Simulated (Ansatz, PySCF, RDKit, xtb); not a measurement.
# C4H5BrF2Si: ranking a sample of isomers, part 2 of 2

A sample of isomers of C4H5BrF2Si is drawn. Aim: find which of them has the lowest free energy at 298.15 K, then its properties. The sample is small against all isomers, and the most stable one of this formula need not be in it.

xtb, Ansatz and PySCF; isolated molecules. The steps go on from the part before.

## Step 11: c433a at CCSD(T)/def2-SVP

input.yaml reads:

```yaml
crystal:
  periodic: [false, false, false]
  atoms:
    - {symbol: C, position_ang: [-2.393376, -0.655641, 2.692082]}
    - {symbol: C, position_ang: [-2.224566, -1.448910, 1.399018]}
    - {symbol: C, position_ang: [-1.137146, -0.971128, 0.554483]}
    - {symbol: C, position_ang: [-0.234515, -0.556173, -0.152221]}
    - {symbol: Br, position_ang: [0.313012, 1.365180, -2.838447]}
    - {symbol: F, position_ang: [-3.457021, -1.156685, 3.372663]}
    - {symbol: F, position_ang: [-1.293756, -0.794339, 3.472437]}
    - {symbol: Si, position_ang: [1.125844, 0.054102, -1.204690]}
    - {symbol: H, position_ang: [-2.562864, 0.421476, 2.517484]}
    - {symbol: H, position_ang: [-2.062444, -2.503533, 1.682587]}
    - {symbol: H, position_ang: [-3.179555, -1.405289, 0.847911]}
    - {symbol: H, position_ang: [2.069488, 0.866738, -0.396697]}
    - {symbol: H, position_ang: [1.826259, -1.087941, -1.844539]}
basis:
  gaussian: {orbitals: def2-SVP}
correlation: {method: ccsd_t, frozen_orbitals: {H: 0, C: 1, Br: 9, Si: 5, F: 1}}
```

Run with:

```
ansatz run input.yaml --threads 4 --pin off --max-ram 7830MiB --events-out events.jsonl --progress --plain --runs-dir runs
```

Output, shortened:

```text
Warning: RAYON_NUM_THREADS=4 ignored (pool sized by the plan → 4); use --threads N
Functional definition: HF
  name "HF"
[...]
1571 factors; integrals over basis functions are off by at most 1.2e-3 eV
[...]
mean field -87455.60757804 eV, -3213.9342989530 hartree, gradient 2.5e-6 eV, S^2 0.000000; 0 other end points of the search recorded, 0 dependent functions left out
20 core orbitals not correlated: weight in the atoms' cores, before any rotation towards them, 1.000 or more for the frozen orbitals, at most 0.000 for the correlated occupied ones
reference -87455.60757804 eV, -3213.9342989530 hartree; 28, 28 occupied and 111, 111 virtual orbitals, 1571 factors
second order -32.80754174 eV of doubles, -0.00000000 eV of singles
cycle   1  -33.09921190 eV  change   -2.9e-1 eV  update   1.3e-1
[...]
cycle   8  -34.10215791 eV  change    8.4e-6 eV  update   6.7e-5
perturbative correction -0.97963744 eV, -0.0360010119 hartree
Total energy: -87490.68937339 eV, -3215.2235311527 hartree
```

Run time: 68 s. Hardware: 4 threads of Arm Neoverse V1, shared host; peak memory 1.6 GiB.

## Step 12: Putting it together

Energies in kcal/mol from c468a; G adds the thermal terms to the CCSD(T)/def2-SVP + MP2/def2-TZVPP - MP2/def2-SVP energy. The columns left of the relaxed level are at the tight-binding geometries.

| label | SMILES | spin | GFN2-xTB | HF/STO-3G | r2SCAN-D4/def2-SVP | B3LYP/def2-SVP | HF/def2-SVP | MP2/def2-SVP | CCSD(T)/def2-SVP + MP2/def2-TZVPP - MP2/def2-SVP | G | share at equilibrium | T1 |
| --- | --- | --- | --- | --- | --- | --- | --- | --- | --- | --- | --- | --- |
| c468a | F[SiH](F)CC#CCBr | singlet | 0.0 | 0.0 | 0.0 | 0.0 | 0.0 | 0.0 | 0.0 | 0.0 | 100.0 % | 0.011 |
| c433a | FC(F)CC#C[SiH2]Br | singlet | 45.1 | -6.1 | 43.6 | 44.6 | 41.6 | 48.3 | 55.3 | 54.2 | < 0.1 % | 0.010 |

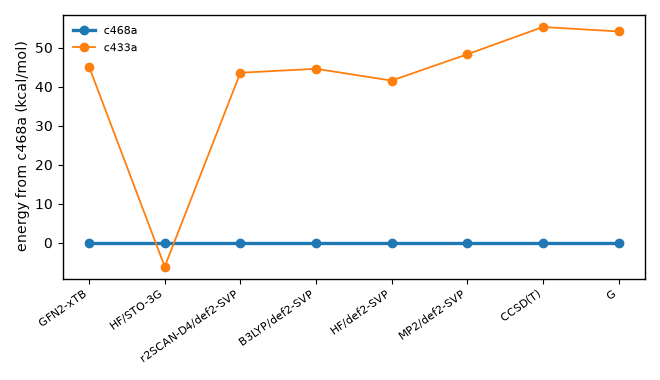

The finalists at each level, measured from c468a.

Lowest found: c468a, `F[SiH](F)CC#CCBr`, a singlet. Bond lengths: C1–C2 1.455 Å, C2–C3 1.214 Å, C3–C4 1.444 Å, C4–Br5 1.993 Å, C1–Si8 1.879 Å, F6–Si8 1.616 Å, F7–Si8 1.619 Å, Si8–H9 1.475 Å, C1–H10 1.105 Å, C1–H11 1.105 Å, C4–H12 1.098 Å, C4–H13 1.098 Å. Some angles: C1–C2–C3 177.4°, C2–C1–Si8 111.7°, C2–C3–C4 179.2°, C3–C4–Br5 112.9°, C1–Si8–F6 109.4°, C1–Si8–F7 107.4°, F6–Si8–F7 106.9°, C2–C1–H10 111.2°, C2–C1–H11 111.4°, Si8–C1–H10 107.9°.

```xyz
13

C    -0.0270   -0.1274    1.6712
C     0.0471    1.0013    0.7556
C     0.1336    1.9106   -0.0443
C     0.2305    3.0050   -0.9820
Br    1.0276    2.4631   -2.7267
F     2.5234   -1.2963    1.1372
F     0.6377   -2.8490    2.0233
Si    0.9410   -1.6050    1.0318
H     0.6166   -1.9996   -0.3519
H    -1.0734   -0.4479    1.8268
H     0.3761    0.1340    2.6667
H    -0.7529    3.4216   -1.2375
H     0.8782    3.8105   -0.6114
```

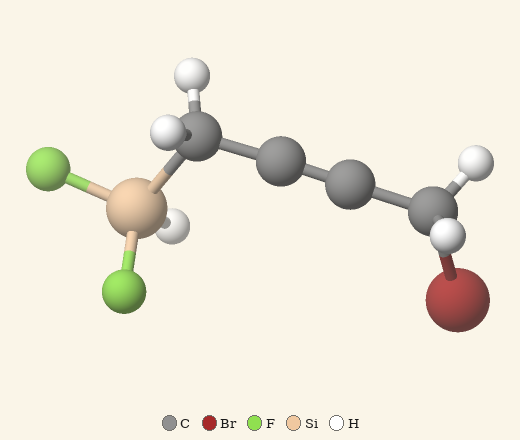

The lowest structure found, seen from a chosen angle (carbon grey, bromine red, fluorine green, silicon light orange, hydrogen white).

## Step 13: Density, orbitals and dipole (PBE0/def2-SVPD)

input.yaml reads:

```yaml
crystal:
  periodic: [false, false, false]
  atoms:
    - {symbol: C, position_ang: [-0.027007, -0.127359, 1.671210]}
    - {symbol: C, position_ang: [0.047084, 1.001308, 0.755550]}
    - {symbol: C, position_ang: [0.133593, 1.910643, -0.044289]}
    - {symbol: C, position_ang: [0.230464, 3.004979, -0.981968]}
    - {symbol: Br, position_ang: [1.027590, 2.463089, -2.726656]}
    - {symbol: F, position_ang: [2.523443, -1.296264, 1.137240]}
    - {symbol: F, position_ang: [0.637728, -2.848958, 2.023276]}
    - {symbol: Si, position_ang: [0.940962, -1.605014, 1.031777]}
    - {symbol: H, position_ang: [0.616617, -1.999593, -0.351856]}
    - {symbol: H, position_ang: [-1.073448, -0.447891, 1.826848]}
    - {symbol: H, position_ang: [0.376067, 0.134020, 2.666657]}
    - {symbol: H, position_ang: [-0.752878, 3.421629, -1.237461]}
    - {symbol: H, position_ang: [0.878246, 3.810528, -0.611424]}
basis:
  gaussian:
    orbitals: def2-SVPD
hamiltonian:
  xc: {name: PBE0}
output: {forces: true, orbitals: {seedname: orbitals}}
```

Run with:

```
ansatz run input.yaml --threads 4 --pin off --max-ram 7830MiB --events-out events.jsonl --progress --plain --runs-dir runs
```

Output, shortened:

```text
Warning: RAYON_NUM_THREADS=4 ignored (pool sized by the plan → 4); use --threads N
Functional definition: PBE0
  name "PBE0"
[...]
2272 factors; integrals over basis functions are off by at most 9.8e-4 eV
[...]
mean field -87549.75256796 eV, -3217.3940635189 hartree, gradient 1.5e-5 eV, S^2 0.000000; 0 other end points of the search recorded, 0 dependent functions left out
[...]
reference -87549.75262230 eV, -3217.3940655158 hartree; 48, 48 occupied and 183, 183 virtual orbitals, 2272 factors
Total energy: -87549.75262230 eV, -3217.3940655158 hartree
Atom 0 at    -0.027007    -0.127359     1.671210 Å, force     0.019505     0.055069    -0.013878 eV/Å
Atom 1 at     0.047084     1.001308     0.755550 Å, force     0.005706    -0.129685     0.085239 eV/Å
Atom 2 at     0.133593     1.910643    -0.044289 Å, force     0.044569     0.057533    -0.136905 eV/Å
Atom 3 at     0.230464     3.004979    -0.981968 Å, force     0.078570    -0.100035    -0.153380 eV/Å
Atom 4 at     1.027590     2.463089    -2.726656 Å, force    -0.154056     0.074901     0.355117 eV/Å
Atom 5 at     2.523443    -1.296264     1.137240 Å, force     0.192806     0.024523     0.006808 eV/Å
Atom 6 at     0.637728    -2.848958     2.023276 Å, force    -0.015403    -0.169819     0.111150 eV/Å
Atom 7 at     0.940962    -1.605014     1.031777 Å, force    -0.286783     0.315110    -0.077508 eV/Å
Atom 8 at     0.616617    -1.999593    -0.351856 Å, force     0.023803    -0.047088    -0.036897 eV/Å
Atom 9 at    -1.073448    -0.447891     1.826848 Å, force     0.066958     0.019749    -0.043186 eV/Å
Atom 10 at     0.376067     0.134020     2.666657 Å, force    -0.010836     0.001447    -0.075673 eV/Å
Atom 11 at    -0.752878     3.421629    -1.237461 Å, force     0.039633    -0.045199    -0.000727 eV/Å
Atom 12 at     0.878246     3.810528    -0.611424 Å, force    -0.004472    -0.056506    -0.020160 eV/Å
Dipole moment:    -0.446814     0.269851     0.234212 e Å
```

Run time: 8.4 s. Hardware: 4 threads of Arm Neoverse V1, shared host; peak memory 0.92 GiB.

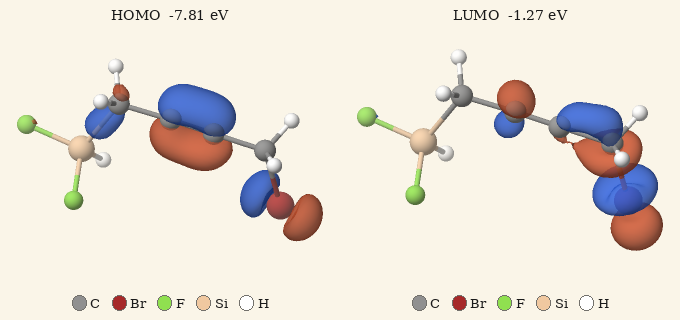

Frontier orbitals of this run, surfaces at ±0.2 Å^-3/2.

## Step 14: Electronic excitations (TD-PBE0/def2-SVPD)

An in-house driver calls PySCF's response routines at TD-PBE0/def2-SVPD; it has no typed input.

Output:

```text
coarse grid: 57424 points
cycle   1  E = -3217.2997464958  dE = -3.185e-01  |g| = 7.042e-01  |ddm| = 8.000e+00
cycle   2  E = -3217.2115268012  dE =  8.822e-02  |g| = 1.036e+00  |ddm| = 2.477e+00
cycle   3  E = -3217.3927243537  dE = -1.812e-01  |g| = 8.116e-02  |ddm| = 1.034e+00
cycle   4  E = -3217.3939454893  dE = -1.221e-03  |g| = 2.656e-02  |ddm| = 1.855e-01
cycle   5  E = -3217.3941291207  dE = -1.836e-04  |g| = 5.762e-03  |ddm| = 7.278e-02
cycle   6  E = -3217.3941351225  dE = -6.002e-06  |g| = 3.422e-03  |ddm| = 2.675e-02
cycle   7  E = -3217.3941379006  dE = -2.778e-06  |g| = 9.335e-04  |ddm| = 5.626e-03
final grid: 119904 points
cycle   8  E = -3217.3940839010  dE =  7.636e-07  |g| = 2.021e-03  |ddm| = 1.017e-02
cycle   9  E = -3217.3940794099  dE =  4.491e-06  |g| = 4.672e-03  |ddm| = 8.799e-03
cycle  10  E = -3217.3940849183  dE = -5.508e-06  |g| = 1.563e-04  |ddm| = 6.077e-03
cycle  11  E = -3217.3940849243  dE = -5.984e-09  |g| = 1.545e-05  |ddm| = 4.016e-04
cycle  12  E = -3217.3940849243  dE = -4.275e-11  |g| = 5.079e-06  |ddm| = 3.819e-05
converged SCF energy = -3217.3940849243

Static polarisability (au): isotropic 96.811, principal 70.738 86.354 133.340

Singlet excitations
state   eV       nm        f      main configurations
  1   5.1344    241.5   0.00200   H-1->L 0.88, H->L 0.10
  2   5.3349    232.4   0.07065   H->L 0.62, H-3->L 0.16, H-2->L 0.10
  3   5.5536    223.3   0.00106   H-2->L 0.68, H-3->L 0.29
  4   5.7961    213.9   0.13614   H-3->L 0.51, H->L 0.20, H-2->L 0.19
  5   6.5019    190.7   0.00154   H->L+2 0.51, H->L+4 0.22, H->L+3 0.09
  6   6.9182    179.2   0.00128   H->L+1 0.76
  7   7.0742    175.3   0.01433   H-1->L+1 0.82
  8   7.2093    172.0   0.03541   H->L+3 0.54, H->L+5 0.18, H->L+2 0.14

Triplet excitations (Tamm-Dancoff, eV): 4.4060 4.6518 4.9156
```

It took 20 s on 4 threads of Arm Neoverse V1, shared host; peak memory 1.1 GiB.

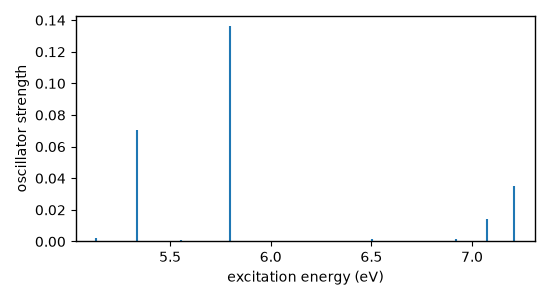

Vertical excitations as sticks.

The roots found:

```csv
excited state,energy (eV),strength
1,5.134,0.0020
2,5.335,0.0707
3,5.554,0.0011
4,5.796,0.1361
5,6.502,0.0015
6,6.918,0.0013
7,7.074,0.0143
8,7.209,0.0354
```

## Step 15: NMR shieldings (GIAO PBE0/pcSseg-1)

An in-house driver calls PySCF's response routines at GIAO PBE0/pcSseg-1; it has no typed input.

Output:

```text
coarse grid: 57424 points
cycle   1  E = -3217.6102832674  dE = -4.057e-01  |g| = 1.011e+00  |ddm| = 4.013e+00
cycle   2  E = -3217.5251955049  dE =  8.509e-02  |g| = 1.156e+00  |ddm| = 1.656e+00
cycle   3  E = -3217.7139888770  dE = -1.888e-01  |g| = 2.137e-01  |ddm| = 1.076e+00
cycle   4  E = -3217.7198332361  dE = -5.844e-03  |g| = 4.307e-02  |ddm| = 1.631e-01
cycle   5  E = -3217.7201244537  dE = -2.912e-04  |g| = 8.859e-03  |ddm| = 5.456e-02
cycle   6  E = -3217.7201452248  dE = -2.077e-05  |g| = 2.564e-03  |ddm| = 1.499e-02
cycle   7  E = -3217.7201459888  dE = -7.640e-07  |g| = 1.966e-03  |ddm| = 3.355e-03
final grid: 119904 points
cycle   8  E = -3217.7201106277  dE =  3.964e-06  |g| = 4.473e-03  |ddm| = 5.452e-03
cycle   9  E = -3217.7200886720  dE =  2.196e-05  |g| = 1.041e-02  |ddm| = 1.066e-02
cycle  10  E = -3217.7201155476  dE = -2.688e-05  |g| = 2.287e-04  |ddm| = 7.494e-03
cycle  11  E = -3217.7201155594  dE = -1.182e-08  |g| = 2.365e-05  |ddm| = 2.379e-04
cycle  12  E = -3217.7201155595  dE = -9.368e-11  |g| = 6.404e-06  |ddm| = 2.677e-05
converged SCF energy = -3217.7201155595

GIAO shielding tensors (ppm)
atom      isotropic    diamagn.    paramagn.     s11        s22        s33       span
  0 C      175.875     259.975     -84.100    164.302    174.814    188.509     24.207
  1 C       97.449     262.408    -164.959     22.876     26.862    242.608    219.733
  2 C      100.847     263.220    -162.374      4.823     17.182    280.535    275.711
  3 C      152.765     249.719     -96.954    128.156    152.715    177.424     49.268
  4 Br    2090.664    3124.040   -1033.375   1374.865   1834.508   3062.621   1687.756
  5 F      326.862     468.588    -141.726    253.466    351.553    375.568    122.102
  6 F      321.694     467.077    -145.382    245.932    346.067    373.084    127.152
  7 Si     360.866     875.882    -515.016    332.109    351.687    398.803     66.695
  8 H       26.225      29.508      -3.283     22.806     24.586     31.283      8.477
  9 H       29.463      30.830      -1.366     23.837     28.492     36.061     12.223
 10 H       29.206      27.365       1.841     24.347     27.863     35.408     11.061
 11 H       27.262      28.466      -1.205     19.924     27.099     34.763     14.839
 12 H       27.243      27.464      -0.221     20.033     27.056     34.640     14.606
```

Wall time 11 s (4 threads of Arm Neoverse V1, shared host); peak memory 1.5 GiB.

Isotropic shieldings, averaged over atoms that the bond graph makes equivalent (absolute, not shifts; non-relativistic, which misses 10 ppm and more beside bromine and heavier atoms):

```csv
atoms,shielding (ppm)
C1,175.9
C2,97.4
C3,100.8
C4,152.8
Br5,2090.7
"F6, F7",324.3
Si8,360.9
H9,26.23
"H10, H11",29.33
"H12, H13",27.25
```

## Step 16: The cation at the same geometry (PBE0/def2-SVPD)

input.yaml reads:

```yaml
crystal:
  periodic: [false, false, false]
  atoms:
    - symbol: C
      position_ang: [-0.027007, -0.127359, 1.671210]
    - symbol: C
      position_ang: [0.047084, 1.001308, 0.755550]
    - symbol: C
      position_ang: [0.133593, 1.910643, -0.044289]
    - symbol: C
      position_ang: [0.230464, 3.004979, -0.981968]
    - symbol: Br
      position_ang: [1.027590, 2.463089, -2.726656]
    - symbol: F
      position_ang: [2.523443, -1.296264, 1.137240]
    - symbol: F
      position_ang: [0.637728, -2.848958, 2.023276]
    - symbol: Si
      position_ang: [0.940962, -1.605014, 1.031777]
    - symbol: H
      position_ang: [0.616617, -1.999593, -0.351856]
    - symbol: H
      position_ang: [-1.073448, -0.447891, 1.826848]
    - symbol: H
      position_ang: [0.376067, 0.134020, 2.666657]
    - symbol: H
      position_ang: [-0.752878, 3.421629, -1.237461]
    - symbol: H
      position_ang: [0.878246, 3.810528, -0.611424]
basis:
  gaussian:
    orbitals: def2-SVPD
total_charge: 1
magnetization:
  spin_polarized: true
  initial_magnetization: 1
hamiltonian:
  xc: {name: PBE0}
```

Run with:

```
ansatz run input.yaml --threads 4 --pin off --max-ram 7830MiB --events-out events.jsonl --progress --plain --runs-dir runs
```

Output:

```text
Warning: RAYON_NUM_THREADS=4 ignored (pool sized by the plan → 4); use --threads N
Functional definition: PBE0
  name "PBE0"
  parameter a = 0.25
  parameter kappa = 0.804
  parameter beta = 0.06672455060314922
  exchange = (1 - a)*pbe_x(kappa = kappa, mu = beta*pi^2/3) + a*exact_x
  correlation = pbe_c(beta = beta)
2088 factors; their error is unknown
mean field evaluation 1: about -87523.2686 eV, gradient 6.0e1 eV
mean field evaluation 2: about -87483.1984 eV, gradient 1.0e2 eV
mean field evaluation 4: about -87536.5647 eV, gradient 2.1e1 eV
mean field evaluation 8: about -87539.6962 eV, gradient 1.4e0 eV
mean field evaluation 16: about -87539.8313 eV, gradient 6.2e-1 eV
mean field evaluation 32: about -87540.0957 eV, gradient 7.9e-6 eV
mean field -87540.09565568 eV, -3217.0391785384 hartree, gradient 7.9e-6 eV, S^2 0.755954; 5 other end points of the search recorded, 0 dependent functions left out
reference -87540.09571753 eV, -3217.0391808113 hartree; 48, 47 occupied and 183, 184 virtual orbitals, 2088 factors
Total energy: -87540.09571753 eV, -3217.0391808113 hartree
```

It took 46 s on 4 threads of Arm Neoverse V1, shared host; peak memory 1.9 GiB.

Difference from the parent: 9.66 eV.

## Step 17: The anion at the same geometry (PBE0/def2-SVPD)

input.yaml reads:

```yaml
basis:
  gaussian:
    orbitals: def2-SVPD
crystal:
  periodic: [false, false, false]
  atoms:
    - {symbol: C, position_ang: [-0.027007, -0.127359, 1.671210]}
    - {symbol: C, position_ang: [0.047084, 1.001308, 0.755550]}
    - {symbol: C, position_ang: [0.133593, 1.910643, -0.044289]}
    - {symbol: C, position_ang: [0.230464, 3.004979, -0.981968]}
    - {symbol: Br, position_ang: [1.027590, 2.463089, -2.726656]}
    - {symbol: F, position_ang: [2.523443, -1.296264, 1.137240]}
    - {symbol: F, position_ang: [0.637728, -2.848958, 2.023276]}
    - {symbol: Si, position_ang: [0.940962, -1.605014, 1.031777]}
    - {symbol: H, position_ang: [0.616617, -1.999593, -0.351856]}
    - {symbol: H, position_ang: [-1.073448, -0.447891, 1.826848]}
    - {symbol: H, position_ang: [0.376067, 0.134020, 2.666657]}
    - {symbol: H, position_ang: [-0.752878, 3.421629, -1.237461]}
    - {symbol: H, position_ang: [0.878246, 3.810528, -0.611424]}
total_charge: -1
magnetization:
  spin_polarized: true
  initial_magnetization: 1
hamiltonian:
  xc: {name: PBE0}
scf:
  lower_state_search: off
```

Run with:

```
ansatz run input.yaml --threads 4 --pin off --max-ram 7830MiB --events-out events.jsonl --progress --plain --runs-dir runs
```

Output, shortened:

```text
Warning: RAYON_NUM_THREADS=4 ignored (pool sized by the plan → 4); use --threads N
Functional definition: PBE0
  name "PBE0"
[...]
2088 factors; their error is unknown
[...]
mean field -87549.40790664 eV, -3217.3813974490 hartree, gradient 9.0e-6 eV, S^2 0.753808; 0 other end points of the search recorded, 0 dependent functions left out
reference -87549.40795888 eV, -3217.3813993686 hartree; 49, 48 occupied and 182, 183 virtual orbitals, 2088 factors
Total energy: -87549.40795888 eV, -3217.3813993686 hartree
Checks for a lower state left out: stability, starts, cluster_reference, orbital_swaps, neighbouring_geometries, increment
```

Run time: 9.9 s. Hardware: 4 threads of Arm Neoverse V1, shared host; peak memory 1.1 GiB.

Parent less the species with the added electron: -0.34 eV. The extra electron isn't bound at this geometry, so the number measures the basis, not the molecule.

## Step 18: The triplet at the same geometry (PBE0/def2-SVPD)

input.yaml reads:

```yaml
crystal:
  periodic: [false, false, false]
  atoms:
    - symbol: C
      position_ang: [-0.027007, -0.127359, 1.671210]
    - symbol: C
      position_ang: [0.047084, 1.001308, 0.755550]
    - symbol: C
      position_ang: [0.133593, 1.910643, -0.044289]
    - symbol: C
      position_ang: [0.230464, 3.004979, -0.981968]
    - symbol: Br
      position_ang: [1.027590, 2.463089, -2.726656]
    - symbol: F
      position_ang: [2.523443, -1.296264, 1.137240]
    - symbol: F
      position_ang: [0.637728, -2.848958, 2.023276]
    - symbol: Si
      position_ang: [0.940962, -1.605014, 1.031777]
    - symbol: H
      position_ang: [0.616617, -1.999593, -0.351856]
    - symbol: H
      position_ang: [-1.073448, -0.447891, 1.826848]
    - symbol: H
      position_ang: [0.376067, 0.134020, 2.666657]
    - symbol: H
      position_ang: [-0.752878, 3.421629, -1.237461]
    - symbol: H
      position_ang: [0.878246, 3.810528, -0.611424]
basis:
  gaussian: {orbitals: def2-SVPD}
magnetization: {spin_polarized: true, initial_magnetization: 2}
hamiltonian: {xc: pbe0}
```

Run with:

```
ansatz run input.yaml --threads 4 --pin off --max-ram 7830MiB --events-out events.jsonl --progress --plain --runs-dir runs
```

Output:

```text
Warning: RAYON_NUM_THREADS=4 ignored (pool sized by the plan → 4); use --threads N
Functional definition: PBE0
  name "PBE0"
  parameter a = 0.25
  parameter kappa = 0.804
  parameter beta = 0.06672455060314922
  exchange = (1 - a)*pbe_x(kappa = kappa, mu = beta*pi^2/3) + a*exact_x
  correlation = pbe_c(beta = beta)
2088 factors; their error is unknown
mean field evaluation 1: about -87532.8820 eV, gradient 4.9e1 eV
mean field evaluation 2: about -87501.6639 eV, gradient 8.5e1 eV
mean field evaluation 4: about -87541.5116 eV, gradient 2.1e1 eV
mean field evaluation 8: about -87544.7116 eV, gradient 5.7e-1 eV
mean field evaluation 16: about -87544.7239 eV, gradient 1.7e-1 eV
mean field evaluation 32: about -87544.9242 eV, gradient 2.9e0 eV
mean field -87545.16865768 eV, -3217.2256079231 hartree, gradient 1.4e-5 eV, S^2 2.007197; 7 other end points of the search recorded, 0 dependent functions left out
reference -87545.16871149 eV, -3217.2256099006 hartree; 49, 47 occupied and 182, 184 virtual orbitals, 2088 factors
Total energy: -87545.16871149 eV, -3217.2256099006 hartree
```

Run time: 59 s. Hardware: 4 threads of Arm Neoverse V1, shared host; peak memory 2 GiB.

It lies 4.58 eV above the singlet.

## Step 19: Results

This closing draws on all 2 parts.

| quantity | value |
| --- | --- |
| lowest structure found | F[SiH](F)CC#CCBr, singlet |
| next finalist | FC(F)CC#C[SiH2]Br, singlet, 54.1 kcal/mol higher in G |
| share at equilibrium, among the finalists | 100.0 % |
| funnel | 11 starts, 10 minima at GFN2-xTB, 6 screening runs, 3 relaxed, 2 ranked |
| CPU time of all runs | 59 min |
| dipole moment (PBE0/def2-SVPD) | 2.75 D |
| HOMO energy (PBE0/def2-SVPD) | -7.81 eV |
| LUMO energy (PBE0/def2-SVPD) | -1.27 eV |
| HOMO–LUMO gap (PBE0/def2-SVPD) | 6.54 eV |
| lowest excitation (TD-PBE0/def2-SVPD) | 5.13 eV (f = 0.002) |
| strongest of the states computed, same level | 5.80 eV (f = 0.136) |
| lowest triplet excitation, same level, Tamm-Dancoff | 4.41 eV |
| vertical ionisation energy | 9.66 eV |
| vertical electron affinity | -0.34 eV (unbound: the value depends on the basis) |
| vertical triplet less singlet | +4.58 eV |

`F[SiH](F)CC#CCBr` comes out lowest. Among the finalists first place is clear (54.1 kcal/mol); structures outside the list aren't covered. GFN2-xTB, r2SCAN-D4/def2-SVP, B3LYP/def2-SVP, HF/def2-SVP and MP2/def2-SVP already put its bonding pattern lowest among the structures in one piece; HF/STO-3G favours the singlet FC(F)CC#C[SiH2]Br. The largest share of the time went into the relaxations (61 %). The search is not exhaustive (a finite list of starts, one conformer a finalist), so a lower isomer can't be ruled out. Only 5 drawn patterns were tried, so whole families of isomers are missing, and the result ranks this sample alone. The lowest isomer need not be the one that is made and kept in a bottle, which depends on barriers.
